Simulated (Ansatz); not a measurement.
# Structural relaxation of twisted silicene bilayer, 13.17° (76 atoms), part 2 of 2

Wanted: the relaxed structure of twisted silicene bilayer, 13.17° (76 atoms) and its electronic structure.

Ansatz 0.2.0; Kohn-Sham DFT, RPBE+D4, PAW (set soft_2), localised support functions (medium).

The cell: 76 Si. Beside vacuum, support functions can miss their usual error bounds without a warning.

So far. Step 2 (Single point at the start): The r.m.s. force component of 0.29 eV/Å sets the starting point.

**3. Relaxation**

The atoms are relaxed in the fixed cell, aiming at the force tolerance of the input.

File input.yaml:

```yaml
crystal:
  lattice:
    - [16.8253, 0.0, 0.0]
    - [-8.41265, 14.57114, 0.0]
    - [0.0, 0.0, 20.14]
  atoms:
    [... the 76 atom lines of step 2 ...]
kpoints:
  mp_grid: { grid: [3, 3, 1] }
hamiltonian:
  xc: rpbe
  dispersion: d4
scf:
  occupations: { method: gaussian, width: 0.05 }
  eigensolver: { kind: { support_functions: { accuracy: medium } } }
  mixing: { beta: 0.4 }
  max_iter: 150
output:
  forces: true
relax:
  f_tol: 0.05
  max_steps: 56
```

Started as:

```console
$ ansatz run input.yaml --threads 4 --pin off --max-ram 8192MiB --backend cpu --events-out ev --progress --plain --runs-dir out
```

Numbers of over 12 decimals in the logs are rounded to 6 here.

What it wrote:

```text
[...]
Crystal: 76 atoms, lattice volume = 4937.599 Å³
Basis set: ecut = 420 eV, 96559 PW (Γ), exchange–correlation on 240×240×270 points (8 copies of the dense FFT grid, shifted against one another)
Bands: 183, of which v1, the nominal top of the filled ones, is band 152 counted from 1 (151 counted from 0)
Symmetry: 1 space group operations
k-points: 5 of 9 (time reversal used)
[...]
SCF iter   1: F=—  HF=-48541.136733 eV  |F-HF|=—  |Δ(HF+E_count)|=         —  Δρ=1.94e-2  dr2=1.91e1  ethr=1.00e-1
[...]
SCF iter  12: F=-48557.803646 eV  HF=-48557.803645 eV  |F-HF|=9.94e-7  |Δ(HF+E_count)|=   3.97e-4  Δρ=2.66e-6  dr2=5.51e-7  ethr=1.80e-9
SCF 1 converged in 12 iterations: F = -48557.809315 eV  dr2 = 5.51e-7
[...]
relax step   1: F+E_penalty+E_count = -48557.80931548 eV  Δ(F+E_penalty+E_count) = +0.000e0 eV  max|allowed force component| = 8.298e-1 eV/Å  Δτ_max = 0.0000 Å  (12 SCF iters, accepted)
[... from here on, the SCF cycles and remarks between the steps are left out ...]
relax step   2: F+E_penalty+E_count = -48561.47586723 eV  Δ(F+E_penalty+E_count) = -3.667e0 eV  max|allowed force component| = 7.663e-1 eV/Å  Δτ_max = 0.1943 Å  (12 SCF iters, dr2 threshold 2.53e-6 eV, accepted)
relax step   3: F+E_penalty+E_count = -48563.20614302 eV  Δ(F+E_penalty+E_count) = -1.730e0 eV  max|allowed force component| = 5.966e-1 eV/Å  Δτ_max = 0.1948 Å  (13 SCF iters, dr2 threshold 2.16e-6 eV, accepted)
relax step   4: F+E_penalty+E_count = -48563.43314961 eV  Δ(F+E_penalty+E_count) = -2.270e-1 eV  max|allowed force component| = 1.086e0 eV/Å  Δτ_max = 0.1901 Å  (8 SCF iters, dr2 threshold 1.27e-5 eV, accepted)
relax step   5: F+E_penalty+E_count = -48563.84321913 eV  Δ(F+E_penalty+E_count) = -4.101e-1 eV  max|allowed force component| = 8.590e-1 eV/Å  Δτ_max = 0.1276 Å  (7 SCF iters, dr2 threshold 4.21e-5 eV, accepted)
relax step   6: F+E_penalty+E_count = -48564.88310970 eV  Δ(F+E_penalty+E_count) = -1.040e0 eV  max|allowed force component| = 3.740e-1 eV/Å  Δτ_max = 0.2000 Å  (7 SCF iters, dr2 threshold 2.72e-5 eV, accepted)
relax step   7: F+E_penalty+E_count = -48565.39971552 eV  Δ(F+E_penalty+E_count) = -5.166e-1 eV  max|allowed force component| = 4.857e-1 eV/Å  Δτ_max = 0.2000 Å  (11 SCF iters, dr2 threshold 1.56e-6 eV, accepted)
relax step   8: F+E_penalty+E_count = -48565.03028814 eV  Δ(F+E_penalty+E_count) = +3.694e-1 eV  max|allowed force component| = 9.320e-1 eV/Å  Δτ_max = 0.1935 Å  (9 SCF iters, dr2 threshold 2.63e-6 eV, rejected (line search))
relax step   9: F+E_penalty+E_count = -48565.56190328 eV  Δ(F+E_penalty+E_count) = -1.622e-1 eV  max|allowed force component| = 1.041e0 eV/Å  Δτ_max = 0.0942 Å  (8 SCF iters, accepted)
relax step  10: F+E_penalty+E_count = -48565.69228381 eV  Δ(F+E_penalty+E_count) = -1.304e-1 eV  max|allowed force component| = 4.265e-1 eV/Å  Δτ_max = 0.1000 Å  (6 SCF iters, dr2 threshold 6.37e-5 eV, accepted)
relax step  11: F+E_penalty+E_count = -48565.73628376 eV  Δ(F+E_penalty+E_count) = -4.400e-2 eV  max|allowed force component| = 4.923e-1 eV/Å  Δτ_max = 0.1340 Å  (9 SCF iters, dr2 threshold 1.80e-6 eV, accepted)
relax step  12: F+E_penalty+E_count = -48565.62503325 eV  Δ(F+E_penalty+E_count) = +1.113e-1 eV  max|allowed force component| = 7.827e-1 eV/Å  Δτ_max = 0.2000 Å  (10 SCF iters, dr2 threshold 2.39e-6 eV, rejected (line search))
relax step  13: F+E_penalty+E_count = -48565.95855152 eV  Δ(F+E_penalty+E_count) = -2.223e-1 eV  max|allowed force component| = 2.822e-1 eV/Å  Δτ_max = 0.0950 Å  (9 SCF iters, accepted)
relax step  14: F+E_penalty+E_count = -48565.95379540 eV  Δ(F+E_penalty+E_count) = +4.756e-3 eV  max|allowed force component| = 2.424e-1 eV/Å  Δτ_max = 0.1000 Å  (9 SCF iters, dr2 threshold 1.54e-6 eV, rejected (line search))
relax step  15: F+E_penalty+E_count = -48566.01326951 eV  Δ(F+E_penalty+E_count) = -5.472e-2 eV  max|allowed force component| = 1.121e-1 eV/Å  Δτ_max = 0.0478 Å  (8 SCF iters, accepted)
relax step  16: F+E_penalty+E_count = -48566.02704447 eV  Δ(F+E_penalty+E_count) = -1.377e-2 eV  max|allowed force component| = 6.577e-2 eV/Å  Δτ_max = 0.0500 Å  (7 SCF iters, accepted)
relax step  17: F+E_penalty+E_count = -48566.03074835 eV  Δ(F+E_penalty+E_count) = -3.704e-3 eV  max|allowed force component| = 6.757e-2 eV/Å  Δτ_max = 0.0257 Å  (6 SCF iters, accepted)
relax step  18: F+E_penalty+E_count = -48566.03118704 eV  Δ(F+E_penalty+E_count) = -4.387e-4 eV  max|allowed force component| = 1.349e-1 eV/Å  Δτ_max = 0.0228 Å  (6 SCF iters, accepted)
relax step  19: F+E_penalty+E_count = -48565.96179005 eV  Δ(F+E_penalty+E_count) = +6.940e-2 eV  max|allowed force component| = 2.786e-1 eV/Å  Δτ_max = 0.1123 Å  (8 SCF iters, rejected (line search))
relax step  20: F+E_penalty+E_count = -48566.03619407 eV  Δ(F+E_penalty+E_count) = -5.007e-3 eV  max|allowed force component| = 4.111e-2 eV/Å  Δτ_max = 0.0186 Å  (8 SCF iters, accepted)
dispersion: the relaxed geometry stands within reach of a switch of an atom's C6, across which e_disp changes (each atom's share, over what another start of this relaxation can change, counted as every distance, on this fixed cell: site 2 (Si), [...]
SCF converged after 8 iterations
[...]
Free energy (F): -48566.036194 eV
[...]
Internal energy: -48566.028565 eV  (E = F + TS)
E sigma→0 (E₀):  -48566.032380 eV
Entropy (-TS):   -0.007629 eV (-0.100 meV/atom)
Fermi energy:    -1.257862 eV
[...]
--- Forces (eV/Å), atoms counted from 1 ---
  atom   1  Si    -0.01763205     0.00160750     0.00383670
  atom   2  Si     0.01458834    -0.00544175     0.00258079
  atom   3  Si    -0.00257070     0.00834022     0.01981973
  atom   4  Si    -0.00438855    -0.00411011    -0.01386126
  atom   5  Si    -0.00081011    -0.00331332     0.00239346
  atom   6  Si    -0.00627184     0.00504991     0.00572548
  atom   7  Si     0.00854534    -0.02134189     0.00356516
  atom   8  Si    -0.00108611    -0.00012817     0.02222913
  atom   9  Si     0.00239119     0.00189055     0.00642690
  atom  10  Si    -0.00179538     0.01960313     0.00305320
  atom  11  Si     0.01186410     0.00215657     0.00456986
  atom  12  Si    -0.01678301    -0.01361374     0.00202408
  atom  13  Si    -0.00676261     0.00839839     0.00977321
  atom  14  Si     0.00216609    -0.00415687    -0.00365412
[...]
atom  75  Si     0.00686711     0.00742765     0.01798711
  atom  76  Si     0.00408127    -0.00965505    -0.00526894
  max |Σ_I F_I| component: 3.37e-4 eV/Å
--- Band table (eV; the first three rows and the last of 5) ---
[...]
--- Relaxed structure (20 steps of the walk, 16 accepted, 0 SCFs on fresh bases) ---
  F+E_penalty+E_count = -48566.03619407 eV   max|allowed force component| = 4.111e-2 eV/Å
  atoms:
    - { symbol: Si, position: [0.182887, 0.777911, 0.429983] }
    - { symbol: Si, position: [0.189463, 0.646800, 0.411530] }
    - { symbol: Si, position: [0.276678, 0.020638, 0.444324] }
    - { symbol: Si, position: [0.301738, 0.915750, 0.386425] }
[...]
- { symbol: Si, position: [0.012367, 0.135397, 0.559761] }
[...]
```

Elapsed: 40 min, on 4 threads of Arm Neoverse V1, shared host; peak memory 5.4 GiB.

The program notes that the dispersion model switches parameters near this geometry. Further notices: relaxed geometry near dispersion switch.

Relaxation path:

| step | energy less that of the first step (eV) | largest force component (eV/Å) |
| --- | --- | --- |
| 1 | 0.0000 | 0.8298 |
| 2 | -3.6666 | 0.7663 |
| 3 | -5.3968 | 0.5966 |
| 4 | -5.6238 | 1.0861 |
| 5 | -6.0339 | 0.8590 |
| 6 | -7.0738 | 0.3740 |
| 7 | -7.5904 | 0.4857 |
| 8 | -7.2210 | 0.9320 |
| 9 | -7.7526 | 1.0409 |
| 10 | -7.8830 | 0.4265 |
| 11 | -7.9270 | 0.4923 |
| 12 | -7.8157 | 0.7827 |
| 13 | -8.1492 | 0.2822 |
| 14 | -8.1445 | 0.2424 |
| 15 | -8.2040 | 0.1121 |
| 16 | -8.2177 | 0.0658 |
| 17 | -8.2214 | 0.0676 |
| 18 | -8.2219 | 0.1349 |
| 19 | -8.1525 | 0.2786 |
| 20 | -8.2269 | 0.0411 |

Relaxation steps 8, 12, 14, 19 were tried and not accepted.

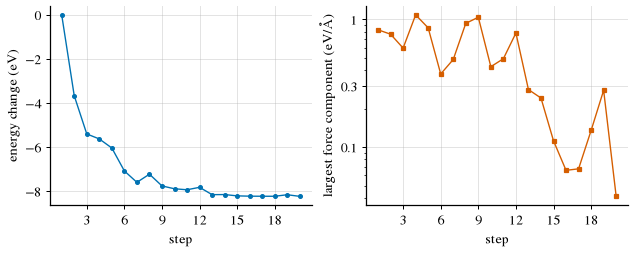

Energy and largest force along the relaxation.

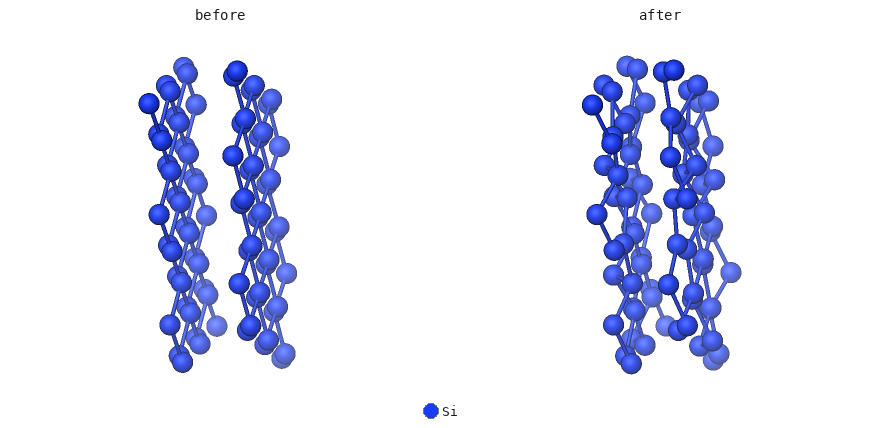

The structure before and after the relaxation, drawn at the same scale.

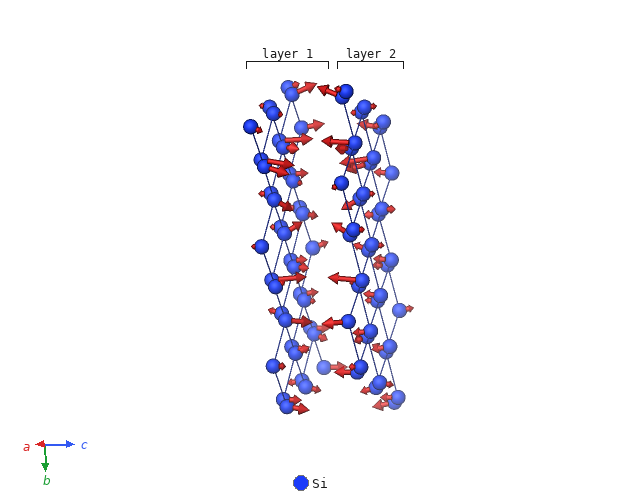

Displacements in the relaxation, exaggerated; the longest in the cell stands for 0.72 Å.

The atoms that moved most (Å):

```
atom      dx      dy      dz  length
Si14   0.107  -0.046   0.712   0.722
Si26  -0.083  -0.065   0.710   0.717
Si69  -0.090  -0.040  -0.710   0.716
Si55   0.017   0.115  -0.706   0.716
Si65   0.070  -0.063  -0.700   0.707
Si30  -0.011   0.115   0.683   0.692
Si50  -0.162   0.148  -0.512   0.557
Si35   0.158   0.153   0.507   0.553
```

The relaxation changed the energy by -108 meV/atom, and atoms moved by 0.36 Å r.m.s., 0.72 Å at most.

**4. Local order after relaxation**

Bonds before and after, by the cutoffs listed below:

```csv
pair,bonds before,bonds after,mean before (Å),mean after (Å),spread before (Å),spread after (Å)
Si-Si,114,114,2.271,2.327,0.014,0.031
```

Normalised to the volume that the atoms fill. Pair distribution function in bins of 0.2 Å:

| r (Å) | total |
| --- | --- |
| 2.20 | 1.03 |
| 2.40 | 3.65 |
| 2.60 | 0.00 |
| 2.80 | 0.08 |
| 3.00 | 0.48 |
| 3.20 | 0.40 |
| 3.40 | 0.18 |
| 3.60 | 0.50 |
| 3.80 | 1.54 |
| 4.00 | 1.99 |
| 4.20 | 0.83 |
| 4.40 | 0.55 |
| 4.60 | 1.15 |
| 4.80 | 0.63 |
| 5.00 | 0.21 |
| 5.20 | 0.37 |
| 5.40 | 0.23 |
| 5.60 | 0.17 |
| 5.80 | 0.94 |
| 6.00 | 0.96 |
| 6.20 | 0.36 |
| 6.40 | 0.34 |
| 6.60 | 0.85 |
| 6.80 | 0.79 |
| 7.00 | 0.23 |
| 7.20 | 0.21 |
| 7.40 | 0.18 |
| 7.60 | 0.56 |

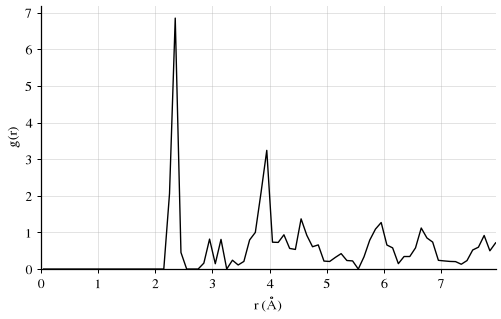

Pair distribution functions.

Bonds by pair of elements; cutoffs follow the first minimum of g(r), held within bounds set by covalent radii, and pairs that aren't listed don't count as bonded:

```
pair A-B  cutoff (Å)  bonds  mean length (Å)  spread (Å)  shortest (Å)  B about A  A about B
   Si-Si        2.68    114             2.33       0.031          2.28          3          3
```

How many atoms have how many bonded neighbours:

```csv
element,mean,3
Si,3,76
```

Bond angles (no mean is given where the spread exceeds 20°):

```
   angle  count  mean (°)  spread (°)
Si-Si-Si    228       113         5.2
```

The first peak of g(r) lies near 2.32 Å. By these cutoffs all Si atoms have 3 bonded neighbours. The Si-Si-Si angle averages 113° with a spread of 5°.

**5. Single point at the relaxed geometry**

The electronic structure is read at the final geometry, in a run of its own.

input.yaml, the sections that differ from step 3:

```yaml
crystal:
  lattice:
    - [16.8253, 0.0, 0.0]
    - [-8.41265, 14.57114, 0.0]
    - [0.0, 0.0, 20.14]
  atoms:
    - { symbol: Si, position: [0.18289, 0.77791, 0.42998] }
    - { symbol: Si, position: [0.18946, 0.6468, 0.41153] }
    - { symbol: Si, position: [0.27668, 0.02064, 0.44432] }
    - { symbol: Si, position: [0.30174, 0.91575, 0.38643] }
    [... 66 atom lines left out ...]
    - { symbol: Si, position: [0.93094, 0.43904, 0.61004] }
    - { symbol: Si, position: [0.91206, 0.30156, 0.57571] }
    - { symbol: Si, position: [0.08442, 0.69813, 0.61284] }
    - { symbol: Si, position: [0.06533, 0.56225, 0.56871] }
    - { symbol: Si, position: [0.03527, 0.27928, 0.5868] }
    - { symbol: Si, position: [0.01237, 0.1354, 0.55976] }
output:
  forces: true
  eigenvalues: true
  write_density: true
  write_potential: true
  volumetric_format: npy
# kpoints, hamiltonian, scf: as in step 3
# relax: removed
```

What it wrote:

```text
[...]
Crystal: 76 atoms, lattice volume = 4937.599 Å³
Basis set: ecut = 420 eV, 96559 PW (Γ), exchange–correlation on 240×240×270 points (8 copies of the dense FFT grid, shifted against one another)
Bands: 183, of which v1, the nominal top of the filled ones, is band 152 counted from 1 (151 counted from 0)
Symmetry: 1 space group operations
k-points: 5 of 9 (time reversal used)
[...]
SCF iter   1: F=—  HF=-48549.417147 eV  |F-HF|=—  |Δ(HF+E_count)|=         —  Δρ=1.94e-2  dr2=2.10e1  ethr=1.00e-1
[...]
SCF iter  13: F=-48566.029773 eV  HF=-48566.029773 eV  |F-HF|=3.99e-7  |Δ(HF+E_count)|=   4.22e-4  Δρ=2.73e-6  dr2=7.62e-7  ethr=1.13e-9
[...]
SCF 1 converged in 13 iterations: F = -48566.036201 eV  dr2 = 7.62e-7
[...]
WARN: The input density's exchange-correlation potential varies sharply where the density is thin. Do not read a vacuum level from v_tot or v_xc, or from such a field of the output density. On a cell that repeats whose density bears no net charge and no dipole along the vacuum's axis use v_es (v_loc + v_h of the components); [...]
SCF converged after 13 iterations
[...]
Free energy (F): -48566.036201 eV
[...]
Internal energy: -48566.028574 eV  (E = F + TS)
E sigma→0 (E₀):  -48566.032388 eV
Entropy (-TS):   -0.007626 eV (-0.100 meV/atom)
Fermi energy:    -1.257617 eV
[...]
--- Forces (eV/Å), atoms counted from 1 ---
  atom   1  Si    -0.01875858     0.00190160     0.00479203
  atom   2  Si     0.01559280    -0.00557614     0.00232670
  atom   3  Si    -0.00225445     0.00870400     0.02035367
  atom   4  Si    -0.00404110    -0.00417555    -0.01414502
  atom   5  Si    -0.00197164    -0.00308576     0.00316097
  atom   6  Si    -0.00599969     0.00498746     0.00516078
  atom   7  Si     0.00880297    -0.02218179     0.00342437
  atom   8  Si    -0.00098856     0.00084483     0.02261282
  atom   9  Si     0.00159136     0.00223680     0.00656846
  atom  10  Si    -0.00033542     0.01919364     0.00308575
  atom  11  Si     0.01142125     0.00273238     0.00434969
  atom  12  Si    -0.01781200    -0.01366252     0.00155489
  atom  13  Si    -0.00708946     0.00838897     0.01001035
  atom  14  Si     0.00214271    -0.00385232    -0.00197361
[...]
atom  75  Si     0.00685524     0.00664663     0.01699752
  atom  76  Si     0.00368421    -0.00899710    -0.00586631
  max |Σ_I F_I| component: 7.08e-4 eV/Å
--- Band table (eV; the first three rows and the last of 5) ---
[...]
```

Elapsed: 3.6 min, on 4 threads; peak memory 5 GiB.

The program notes that the exchange-correlation potential is rough where the density is thin.

Read from the output:

- free energy: -48566.0362 eV
- free energy per atom: -639.0268 eV/atom
- SCF cycles: 13
- r.m.s. force component: 0.01008 eV/Å
- longest force: 0.04409 eV/Å
- Fermi energy: -1.258 eV
- levels partly filled by over 2 per cent: 5
- potential in mid-vacuum, over the Fermi level: 4.708 eV
- potential 4.5 Å over the upper face: 4.708 eV
- potential 4.5 Å under the lower face: 4.708 eV

By region:

| region | atoms | mean length of the force (eV/Å) |
| --- | --- | --- |
| layer 1 | 38 | 0.016 |
| layer 2 | 38 | 0.015 |

The levels nearest the highest filled one (over half full), pooled over k-points and spins:

```
level less the highest filled one (eV)  occupation
                               -0.0755           2
                               -0.0748           2
                               -0.0027        1.94
                                -0.001        1.93
                               -9.0e-4        1.93
                                     0        1.92
                                0.0824       0.574
                                 0.310           0
                                 0.310           0
                                 0.310           0
                                 0.350           0
                                 0.352           0
```

Planar average of the electrostatic potential energy along the normal, with the Fermi level as zero, after a running mean with a triangular window 4 Å wide at its base:

```csv
height (Å),potential energy (eV)
0.0,4.71
0.7,4.71
1.6,4.71
2.4,4.71
3.1,4.71
4.0,4.70
4.8,4.66
5.7,4.22
6.4,2.56
7.2,-0.97
8.1,-5.28
8.8,-5.79
9.5,-3.93
10.4,-3.62
11.2,-5.48
11.9,-5.68
12.8,-1.82
13.6,1.97
14.3,4.02
15.2,4.63
16.0,4.70
16.9,4.71
17.6,4.71
18.3,4.71
19.2,4.71
20.0,4.71
```

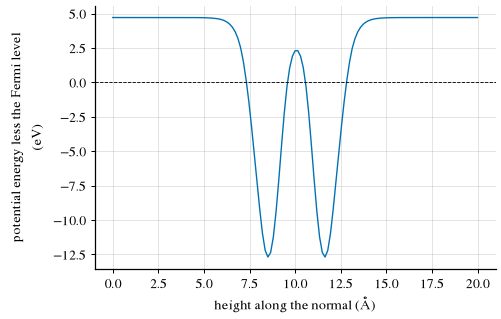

Planar average of the electrostatic potential energy; the dashed line is the Fermi level.

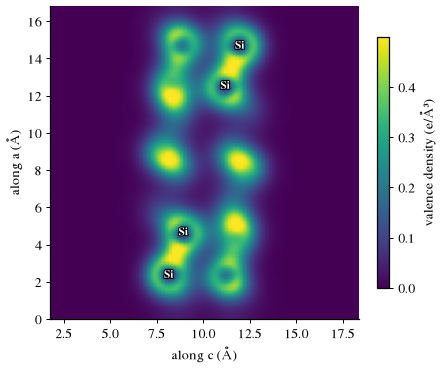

Valence density in the ca plane at fractional y = 0.013, with atoms of Si within 0.2 Å of it. It is the smooth field of the valence electrons, not physical close to the nuclei. The far vacuum is left out of the map.

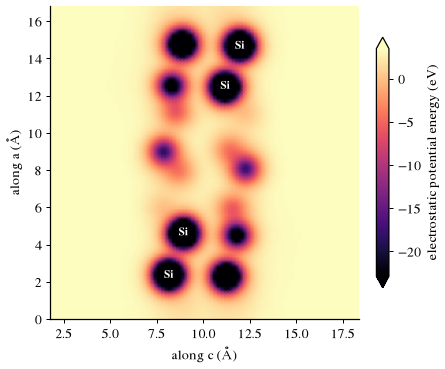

Electrostatic potential energy in the ca plane at fractional y = 0.013, with atoms of Si within 0.2 Å of it. With pseudopotentials it is smooth inside the atoms' cores, unlike the true potential. The far vacuum is left out of the map.

The potential stands 4.71 eV above the Fermi level over the upper face and 4.71 eV under the lower one, a reading of the work function, with no dipole correction.

Local excerpt of 8 atoms (numbers count through the whole input) about Si11, picked at random; x, y, z are measured from there.

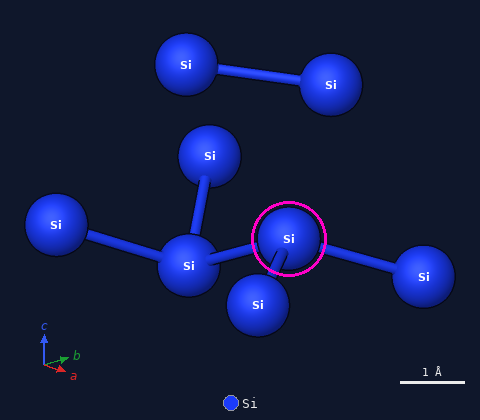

The atoms of the table, within 3.7 Å (arrows a, b, c point along x, y, z); some may hide others; the central atom is ringed.

```csv
atom,x,y,z,distance (Å),bonds
Si11,0.00,0.00,0.00,0.00,3
Si12,1.38,-1.80,-0.39,2.30,3
Si4,-2.12,-0.26,-0.90,2.32,3
Si22,0.95,1.97,-0.80,2.33,3
Si46,1.00,0.02,2.77,2.95,3
Si43,-0.37,-1.79,3.14,3.64,3
Si3,-3.43,1.26,0.26,3.66,3
Si1,-2.96,-2.27,-0.03,3.73,3
```

The column of bonds counts only the pairs Si-Si within 2.68 Å; other neighbours, such as metal atoms beside each other in a compound, aren't counted, and periodic images can show an atom twice.

**6. Results**

| Item | Value |
| --- | --- |
| energy change in the relaxation | -108.2 meV/atom |
| r.m.s. displacement | 0.357 Å |
| largest displacement | 0.722 Å |
| free energy per atom | -639.0268 eV/atom |
| r.m.s. force component | 0.01008 eV/Å |
| potential in mid-vacuum, over the Fermi level | 4.708 eV |
| wall time of the 3 DFT runs | 46 min |

**Reading.** Relaxation lowers the energy by 108 meV/atom and moves atoms by 0.36 Å r.m.s.; the r.m.s. force component goes from 0.29 to 0.010 eV/Å. By the final cutoffs no bond was broken or made. From the first step to the last the energy fell by 8.227 eV, and the largest move was 0.72 Å (Si14, with 3 other atoms within 2 % of it). The Si-Si bonds go from 2.271 Å (spread 0.014) to 2.327 Å (spread 0.031). By these cutoffs all Si atoms have 3 bonded neighbours. No gap is quoted, since levels at the Fermi energy are partly filled. The potential stands 4.71 eV above the Fermi level over the upper face and 4.71 eV under the lower one, a reading of the work function, with no dipole correction.

What to keep in mind: The program warns that the dispersion model switches its C6 values near this geometry, which can put artefacts into forces and pressure. The relaxed geometry lies near a switch of the dispersion model's C6 values, so it may be an artefact of their interpolation.

[Logs are printed without paths, hosts, clocks, repeated set-up lines and the standing remarks that a program may print on its own settings, such as how far it seeks lower states.]

[Hosts, paths, dates, database ids (printed as entryN), source tags and the programs' standing remarks are cut or masked in the printed files.]
